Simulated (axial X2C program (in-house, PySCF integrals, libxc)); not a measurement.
# All-electron X2C curves of Be₂⁺

Aim: find the lowest determinant of Be₂⁺, scan the bond at several levels and fit the constants, once spin-free and once with spin–orbit coupling.

Method: all-electron X2C, Be dyall-cv3z; program: an in-house X2C program for linear molecules on PySCF integrals.

All values are calculated.

### Step 1. Set-up

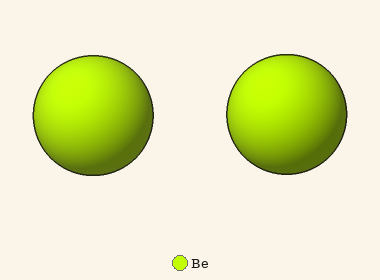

The two atoms at 2.040 Å (beryllium green).

Contents of task.json:

```json
{
 "zs": [
  4,
  4
 ],
 "q": 1,
 "bas": [
  "dyall-cv3z",
  "dyall-cv3z"
 ],
 "levels": [
  "PBE0",
  "HF",
  "BLYP"
 ],
 "cc": true,
 "r0": 2.04,
 "thr": -2.0,
 "nmax": 90,
 "npts": 10,
 "nst": 2,
 "ntry": 6
}
```

Keys: zs atomic numbers; q charge; bas basis sets; levels methods (HF also brings MP2); cc coupled cluster on or off; r0 starting distance in Å; thr threshold in hartree for freezing inner shells (an s shell follows its p shell); nmax most natural virtual spinors; npts points asked for on the curve; nst determinants followed; ntry starts of the search.

On the command line:

```sh
> python so2c.py task.json out
```

Spin-free means the one-electron spin-free X2C Hamiltonian; two-component (2c) means X2C with spin–orbit coupling and atomic mean-field two-electron Coulomb and Gaunt terms. Basis: Be dyall-cv3z contracted to [8s8p3d1f]; Gaussian nuclei, density fitting. Masses: Be 9.012 u.

Notation: σ, π±, δ± give the projection m of an orbital's angular momentum (0, ±1, ±2), α and β its spin, Λ and M_S the sums; ω is the projection of a spinor's total angular momentum and Ω the sum. Logs are in hartree.

The results follow Hamiltonian by Hamiltonian and level by level.

### Step 2. Search for the lowest determinant

PBE0 moves the distance from 2.040 Å to 2.221 Å and compares determinants there.

Spin-free determinants:

```csv
ΔE (eV),state,open shells
0.00,"M_S = 1/2, Λ = 0",beyond closed shells: σα
1.82,"M_S = 1/2, Λ = 1",beyond closed shells: π+α
3.61,"M_S = 3/2, Λ = 1","beyond closed shells: 2 × σα, π+α"
3.63,"M_S = 3/2, Λ = 0",beyond closed shells: 3 × σα
5.02,"M_S = 1/2, Λ = 1","beyond closed shells: 2 × σα, π+β"
```

Two-component determinants:

```json
{"ΔE (eV)": "0.00", "state": "Ω = 1/2", "open shells": "excess of +ω over −ω: ω = 1/2"}
{"ΔE (eV)": "1.82", "state": "Ω = 3/2", "open shells": "excess of +ω over −ω: ω = 3/2"}
{"ΔE (eV)": "3.61", "state": "Ω = 5/2", "open shells": "excess of +ω over −ω: 2 × ω = 1/2, ω = 3/2"}
{"ΔE (eV)": "3.63", "state": "Ω = 3/2", "open shells": "excess of +ω over −ω: 3 × ω = 1/2"}
{"ΔE (eV)": "5.02", "state": "Ω = 1/2", "open shells": "excess of +ω over −ω: 2 × ω = -1/2, ω = 3/2"}
```

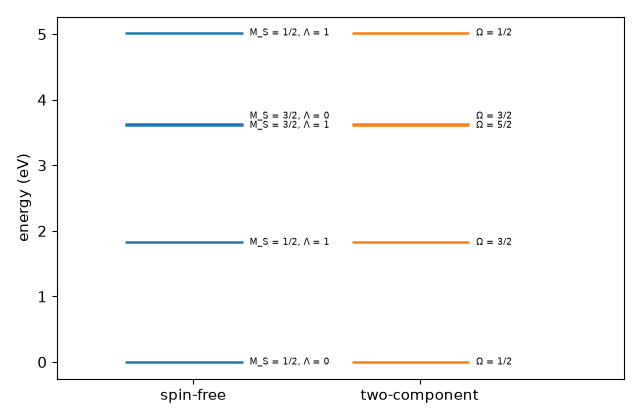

The determinants found, each set from its own lowest.

### Step 3. PBE0, spin-free

State followed: M_S = 1/2, Λ = 0 (beyond closed shells: σα). The scan is laid around 2.221 Å, a first estimate of the minimum, and this SCF restarts from the orbitals of the search.

The SCF at the reference distance of 2.221 Å:

```text
spin-free X2C-1e  PBE0
basis functions 108  fitting functions 498  grid points 4360
iter        total energy     max residual
   1        -29.034985938     6.76e-06
   2        -29.034985939     2.16e-06
converged
one-electron -43.73353032  Coulomb 16.21442924  exact exchange -1.30278793  xc functional -4.02526954  nuclear repulsion 3.81217261
```

Along the bond, energies from the lowest point:

| R (Å) | E (eV) | HOMO (eV) | LUMO (eV) | iterations |
| --- | --- | --- | --- | --- |
| 1.932 | 0.2683 | -11.68 | -8.81 | 16 |
| 2.021 | 0.1129 | -11.72 | -8.75 | 11 |
| 2.088 | 0.0449 | -11.76 | -8.71 | 9 |
| 2.154 | 0.0094 | -11.79 | -8.67 | 8 |
| 2.221 | 0.0000 | -11.83 | -8.62 | 2 |
| 2.299 | 0.0146 | -11.87 | -8.57 | 8 |
| 2.377 | 0.0503 | -11.91 | -8.62 | 8 |
| 2.476 | 0.1181 | -11.97 | -8.70 | 8 |
| 2.599 | 0.2226 | -12.03 | -8.81 | 9 |
| 2.776 | 0.3952 | -12.12 | -8.96 | 9 |

Outer orbitals at the reference distance:

| symmetry | occupied | ε (eV) | atomic character |
| --- | --- | --- | --- |
| σα | yes | -14.98 | 84% Be s, 14% Be p |
| σβ | yes | -14.81 | 68% Be s, 29% Be p |
| σα | yes | -11.83 | 53% Be s, 45% Be p |
| σα | no | -8.62 | 87% Be p, 13% Be s |
| σβ | no | -8.49 | 53% Be s, 43% Be p |
| π-α | no | -8.28 | 98% Be p |
| π+α | no | -8.28 | 98% Be p |

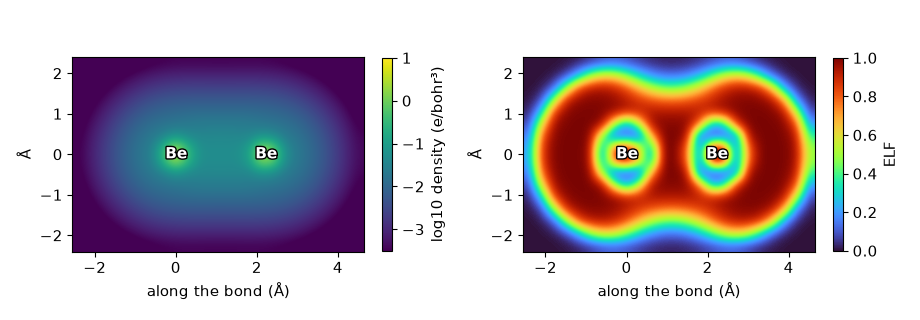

PBE0 fields in a plane through the axis, from a grid of 0.3 Å; Be lies at z = 0 and Be at z = 2.221 Å; the ELF is damped to zero where the density is low.

Re = 2.216 Å, ωe = 533 cm⁻¹, ωexe = 5.16 cm⁻¹, Be = 0.762 cm⁻¹, De = 2.35 eV.

### Step 4. HF, spin-free

The SCF at the reference distance of 2.221 Å:

```text
spin-free X2C-1e  HF
basis functions 108  fitting functions 498  grid points 4360
iter        total energy     max residual
   1        -28.918080186     7.24e-02
   2        -28.923382232     1.30e-02
   3        -28.924861964     1.11e-02
   4        -28.925501446     8.29e-03
   5        -28.925679917     1.87e-03
   6        -28.925697521     3.77e-04
   7        -28.925698370     1.36e-04
   8        -28.925698417     2.60e-05
   9        -28.925698420     3.44e-06
  10        -28.925698421     1.84e-06
converged
one-electron -43.67266924  Coulomb 16.17920624  exact exchange -5.24440803  xc functional 0.00000000  nuclear repulsion 3.81217261
```

Re = 2.311 Å, ωe = 471 cm⁻¹, ωexe = 3.95 cm⁻¹, Be = 0.7002 cm⁻¹, De = 1.93 eV. ⟨S²⟩ = 0.96 against 0.75 for a pure state, so this determinant mixes spins.

### Step 5. BLYP, spin-free

Output at 2.221 Å:

```text
spin-free X2C-1e  BLYP
basis functions 108  fitting functions 498  grid points 4360
iter        total energy     max residual
   1        -29.082688235     5.75e-02
   2        -29.084365312     1.90e-03
   3        -29.084398773     1.24e-03
   4        -29.084404631     2.75e-04
   5        -29.084404924     2.00e-05
   6        -29.084404927     3.69e-06
converged
one-electron -43.75939164  Coulomb 16.24108686  exact exchange 0.00000000  xc functional -5.37827277  nuclear repulsion 3.81217261
```

Re = 2.195 Å, ωe = 536 cm⁻¹, ωexe = 6.01 cm⁻¹, Be = 0.7767 cm⁻¹, De = 2.34 eV.

### Step 6. Correlated methods, spin-free

Correlated methods: 3 electrons correlated (frozen shells, counted by type: Be 1 s), 157 virtual spinors in MP2, 44 natural virtuals in coupled cluster.

Output of the correlated part at 2.221 Å:

```text
correlated 3  virtual 157  natural virtual 44  E(MP2) -0.028606694  MP2 remainder -0.001027381
iter   CCSD correlation   residual
   1     -0.035746200   1.16e-01
   2     -0.043180035   6.75e-02
   3     -0.045002535   2.61e-02
   4     -0.045646345   9.69e-03
   5     -0.045526767   3.04e-03
   6     -0.045607980   9.49e-04
   7     -0.045587976   2.50e-04
   8     -0.045588160   4.96e-05
   9     -0.045587886   1.72e-05
  10     -0.045587948   5.89e-06
  11     -0.045587931   1.37e-06
(T) -0.000842166  T1 0.0858  D1 0.1296  max T2 0.130
```

T1 in the output is the amplitude norm over the root of the electron number; divide by √2 for the Lee–Taylor value.

MP2: No constants are quoted: the reference is strongly spin-contaminated.

CCSD: Re = 2.236 Å, ωe = 521 cm⁻¹, ωexe = 4.64 cm⁻¹, Be = 0.7483 cm⁻¹, De = 1.95 eV. T1 at Re = 0.061 (Lee–Taylor, the printed value over √2).

CCSD(T): Re = 2.233 Å, ωe = 524 cm⁻¹, ωexe = 4.66 cm⁻¹, Be = 0.7504 cm⁻¹, De = 1.97 eV. T1 at Re = 0.061 (Lee–Taylor, the printed value over √2).

### Step 7. A higher determinant, spin-free

State: M_S = 1/2, Λ = 1 (beyond closed shells: π+α).

Output at the reference distance:

```text
spin-free X2C-1e  PBE0
basis functions 108  fitting functions 498  grid points 4360
iter        total energy     max residual
   1        -28.967939669     2.70e-05
   2        -28.967939675     5.80e-06
converged
one-electron -43.68000470  Coulomb 16.19450657  exact exchange -1.29239274  xc functional -4.00222142  nuclear repulsion 3.81217261
```

| R (Å) | E above the lowest PBE0 point (eV) |
| --- | --- |
| 1.932 | 1.393 |
| 2.021 | 1.469 |
| 2.088 | 1.565 |
| 2.154 | 1.685 |
| 2.221 | 1.824 |
| 2.299 | 2.004 |
| 2.377 | 2.195 |
| 2.476 | 2.452 |
| 2.599 | 2.770 |

No constants are quoted: the lowest point is the short end of the scan.

### Step 8. The spin-free curves together

Energy (eV) of the followed determinant, spin-free, from each level's lowest point:

| R (Å) | PBE0 | HF | MP2 (spin-contaminated) | CCSD | CCSD(T) | BLYP |
| --- | --- | --- | --- | --- | --- | --- |
| 1.932 | 0.268 | 0.416 | 0.301 | n/a | n/a | 0.229 |
| 2.021 | 0.113 | 0.218 | 0.134 | 0.134 | 0.131 | 0.088 |
| 2.088 | 0.045 | 0.119 | 0.058 | 0.058 | 0.057 | 0.030 |
| 2.154 | 0.009 | 0.054 | 0.016 | 0.016 | 0.015 | 0.002 |
| 2.221 | 0.000 | 0.016 | 0.000 | 0.000 | 0.000 | 0.000 |
| 2.299 | 0.015 | 0.000 | 0.008 | 0.008 | 0.009 | 0.021 |
| 2.377 | 0.050 | 0.007 | 0.038 | 0.037 | 0.040 | 0.061 |
| 2.476 | 0.118 | 0.042 | 0.100 | 0.099 | 0.103 | 0.132 |
| 2.599 | 0.223 | 0.112 | 0.200 | n/a | n/a | 0.237 |
| 2.776 | 0.395 | 0.247 | 0.370 | n/a | n/a | 0.401 |

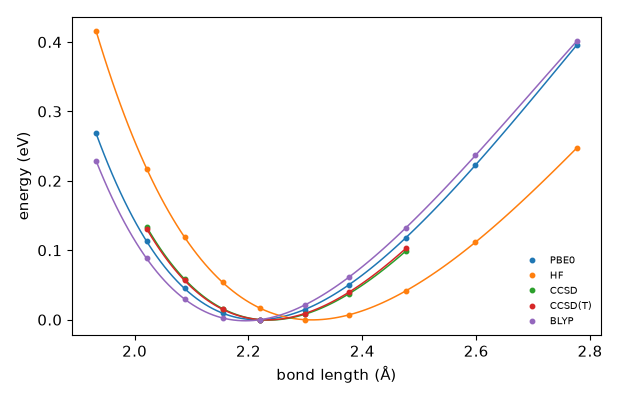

Curves of the followed state, spin-free, each from its own lowest point. Left out: MP2.

### Step 9. PBE0, 2c

State followed: Ω = 1/2 (excess of +ω over −ω: ω = 1/2). The scan is laid around 2.221 Å, a first estimate of the minimum, and this SCF restarts from the orbitals of the search.

The SCF at the reference distance of 2.221 Å:

```text
two-component X2C + atomic mean field  PBE0
basis functions 108  fitting functions 498  grid points 4360
iter        total energy     max residual
   1        -29.034279788     1.94e-05
   2        -29.034279788     2.29e-06
converged
one-electron -43.73187780  Coulomb 16.21401744  exact exchange -1.30274374  xc functional -4.02513777  nuclear repulsion 3.81217261  atomic mean-field constant -0.00071054
```

Along the bond, energies from the lowest point:

| R (Å) | E (eV) | HOMO (eV) | LUMO (eV) | iterations |
| --- | --- | --- | --- | --- |
| 1.932 | 0.2685 | -11.68 | -8.81 | 16 |
| 2.021 | 0.1130 | -11.72 | -8.75 | 11 |
| 2.088 | 0.0450 | -11.76 | -8.71 | 9 |
| 2.154 | 0.0095 | -11.79 | -8.66 | 8 |
| 2.221 | 0.0000 | -11.83 | -8.62 | 2 |
| 2.299 | 0.0146 | -11.87 | -8.57 | 8 |
| 2.377 | 0.0502 | -11.91 | -8.62 | 8 |
| 2.476 | 0.1180 | -11.97 | -8.70 | 8 |
| 2.599 | 0.2225 | -12.03 | -8.81 | 9 |
| 2.776 | 0.3951 | -12.12 | -8.96 | 9 |

Outer spinors at the reference distance:

```tsv
ω	occupied	ε (eV)	atomic character	λ mixture
1/2	yes	-14.98	84% Be s, 14% Be p	100% σ
-1/2	yes	-14.81	68% Be s, 29% Be p	100% σ
1/2	yes	-11.83	53% Be s, 45% Be p	100% σ
1/2	no	-8.62	87% Be p, 13% Be s	100% σ
-1/2	no	-8.49	53% Be s, 43% Be p	100% σ
-1/2	no	-8.28	98% Be p	100% π
3/2	no	-8.28	98% Be p	100% π
```

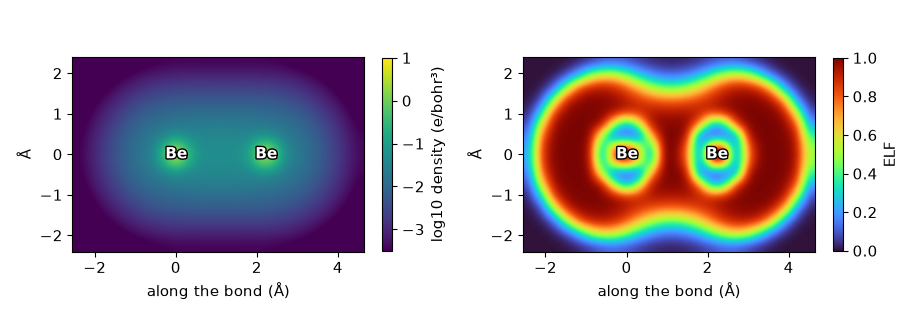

PBE0 fields in a plane through the axis, from a grid of 0.3 Å; Be lies at z = 0 and Be at z = 2.221 Å; the ELF is damped to zero where the density is low.

Re = 2.216 Å, ωe = 533 cm⁻¹, ωexe = 5.16 cm⁻¹, Be = 0.762 cm⁻¹, De = 2.35 eV.

### Step 10. HF, 2c

The SCF at the reference distance of 2.221 Å:

```text
two-component X2C + atomic mean field  HF
basis functions 108  fitting functions 498  grid points 4360
iter        total energy     max residual
   1        -28.917373241     7.24e-02
   2        -28.922674921     1.30e-02
   3        -28.924154535     1.11e-02
   4        -28.924793990     8.29e-03
   5        -28.924972444     1.87e-03
   6        -28.924990043     3.76e-04
   7        -28.924990892     1.36e-04
   8        -28.924990939     2.60e-05
   9        -28.924990942     3.44e-06
  10        -28.924990943     1.84e-06
converged
one-electron -43.67099897  Coulomb 16.17876923  exact exchange -5.24422328  xc functional 0.00000000  nuclear repulsion 3.81217261  atomic mean-field constant -0.00071054
```

Re = 2.311 Å, ωe = 471 cm⁻¹, ωexe = 3.95 cm⁻¹, Be = 0.7002 cm⁻¹, De = 1.93 eV.

### Step 11. BLYP, 2c

The SCF at the reference distance of 2.221 Å:

```text
two-component X2C + atomic mean field  BLYP
basis functions 108  fitting functions 498  grid points 4360
iter        total energy     max residual
   1        -29.081979626     5.75e-02
   2        -29.083656554     1.89e-03
   3        -29.083689996     1.24e-03
   4        -29.083695831     2.75e-04
   5        -29.083696126     1.99e-05
   6        -29.083696129     3.69e-06
converged
one-electron -43.75771421  Coulomb 16.24064419  exact exchange 0.00000000  xc functional -5.37808819  nuclear repulsion 3.81217261  atomic mean-field constant -0.00071054
```

Re = 2.195 Å, ωe = 536 cm⁻¹, ωexe = 6.01 cm⁻¹, Be = 0.7766 cm⁻¹, De = 2.34 eV.

### Step 12. MP2 and beyond, 2c

Correlated methods: 3 electrons correlated (frozen shells, counted by type: Be 1 s), 157 virtual spinors in MP2, 44 natural virtuals in coupled cluster.

Output of the correlated part at 2.221 Å:

```text
correlated 3  virtual 157  natural virtual 44  E(MP2) -0.028607169  MP2 remainder -0.001027388
iter   CCSD correlation   residual
   1     -0.035746715   1.16e-01
   2     -0.043180415   6.75e-02
   3     -0.045002854   2.61e-02
   4     -0.045646640   9.69e-03
   5     -0.045527062   3.04e-03
   6     -0.045608274   9.49e-04
   7     -0.045588270   2.50e-04
   8     -0.045588454   4.96e-05
   9     -0.045588180   1.72e-05
  10     -0.045588243   5.89e-06
  11     -0.045588225   1.37e-06
(T) -0.000842175  T1 0.0858  D1 0.1296  max T2 0.130
```

MP2: No constants are quoted: the reference is strongly spin-contaminated.

CCSD: Re = 2.236 Å, ωe = 521 cm⁻¹, ωexe = 4.65 cm⁻¹, Be = 0.7482 cm⁻¹, De = 1.95 eV. T1 at Re = 0.061 (Lee–Taylor, the printed value over √2).

CCSD(T): Re = 2.233 Å, ωe = 524 cm⁻¹, ωexe = 4.67 cm⁻¹, Be = 0.7504 cm⁻¹, De = 1.97 eV. T1 at Re = 0.061 (Lee–Taylor, the printed value over √2).

### Step 13. A higher determinant, 2c

State: Ω = 3/2 (excess of +ω over −ω: ω = 3/2).

Output at the reference distance:

```text
two-component X2C + atomic mean field  PBE0
basis functions 108  fitting functions 498  grid points 4360
iter        total energy     max residual
   1        -28.967227305     1.95e-05
   2        -28.967227306     2.68e-06
converged
one-electron -43.67831662  Coulomb 16.19406252  exact exchange -1.29234892  xc functional -4.00208636  nuclear repulsion 3.81217261  atomic mean-field constant -0.00071054
```

| R (Å) | E above the lowest PBE0 point (eV) |
| --- | --- |
| 1.932 | 1.393 |
| 2.021 | 1.469 |
| 2.088 | 1.565 |
| 2.154 | 1.686 |
| 2.221 | 1.825 |
| 2.299 | 2.004 |
| 2.377 | 2.196 |
| 2.476 | 2.452 |
| 2.599 | 2.770 |

No constants are quoted: the lowest point is the short end of the scan.

### Step 14. The 2c curves together

Energy (eV) of the followed determinant, 2c, from each level's lowest point:

| R (Å) | PBE0 | HF | MP2 (spin-contaminated) | CCSD | CCSD(T) | BLYP |
| --- | --- | --- | --- | --- | --- | --- |
| 1.932 | 0.268 | 0.416 | 0.301 | n/a | n/a | 0.229 |
| 2.021 | 0.113 | 0.218 | 0.134 | 0.134 | 0.131 | 0.088 |
| 2.088 | 0.045 | 0.119 | 0.058 | 0.058 | 0.057 | 0.030 |
| 2.154 | 0.009 | 0.054 | 0.016 | 0.016 | 0.015 | 0.003 |
| 2.221 | 0.000 | 0.016 | 0.000 | 0.000 | 0.000 | 0.000 |
| 2.299 | 0.015 | 0.000 | 0.008 | 0.008 | 0.009 | 0.021 |
| 2.377 | 0.050 | 0.007 | 0.038 | 0.037 | 0.040 | 0.061 |
| 2.476 | 0.118 | 0.041 | 0.100 | 0.099 | 0.102 | 0.132 |
| 2.599 | 0.223 | 0.112 | 0.200 | n/a | n/a | 0.236 |
| 2.776 | 0.395 | 0.247 | 0.370 | n/a | n/a | 0.401 |

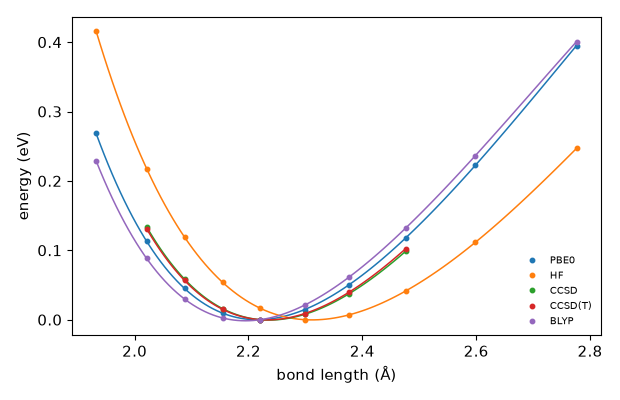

Curves of the followed state, 2c, each from its own lowest point. Left out: MP2.

The whole job took 35 s on 1 thread of AMD EPYC 7R43 (Zen 3), shared host; peak memory 0.23 GiB.

### Step 15. Results

Lowest determinant that the search found at its distance, spin-free: M_S = 1/2, Λ = 0 (beyond closed shells: σα).

Lowest determinant that the search found at its distance, 2c: Ω = 1/2 (excess of +ω over −ω: ω = 1/2).

| Hamiltonian | level | Re (Å) | ωe (cm⁻¹) | De (eV) |
| --- | --- | --- | --- | --- |
| spin-free | PBE0 | 2.216 | 533 | 2.35 |
| spin-free | HF | 2.311 | 471 | 1.93 |
| spin-free | CCSD | 2.236 | 521 | 1.95 |
| spin-free | CCSD(T) | 2.233 | 524 | 1.97 |
| spin-free | BLYP | 2.195 | 536 | 2.34 |
| 2c | PBE0 | 2.216 | 533 | 2.35 |
| 2c | HF | 2.311 | 471 | 1.93 |
| 2c | CCSD | 2.236 | 521 | 1.95 |
| 2c | CCSD(T) | 2.233 | 524 | 1.97 |
| 2c | BLYP | 2.195 | 536 | 2.34 |

No constants: spin-free MP2 (the reference is strongly spin-contaminated); 2c MP2 (the reference is strongly spin-contaminated). Spin-free ⟨S²⟩ is off its pure value at HF 0.96.

Time per point (s) on 1 thread of AMD EPYC 7R43 (Zen 3), shared host (2c runs; CCSD comes with the CCSD(T) run); the times are rough: PBE0 0.33, HF 0.13, CCSD(T) 0.41, BLYP 0.29.

What this shows: At CCSD(T), going from spin-free to two-component changes Re by 0 mÅ, ωe by 0.0 %, which is small (part of it comes from the scalar share of the two-electron terms). De moves by 0.00 eV; both De rest on single-determinant atoms, which can miss part of an open shell's spin–orbit lowering.

De refers to Be + Be+, each in the lowest determinant found, which need not be this curve's own limit. The state is a single determinant with fixed occupations, the lowest that a limited PBE0 search found. Dissociation energies refer to the lowest single-determinant-based atoms at the same level and basis. Density functionals use the spin component along the axis (collinear). Coupled cluster ran in a truncated set of natural virtual spinors; the MP2 energy of the rest was added. The spin-free determinant is spin-contaminated at some levels. T1 at Re is 0.061 (Lee–Taylor), above the customary mark of 0.02.
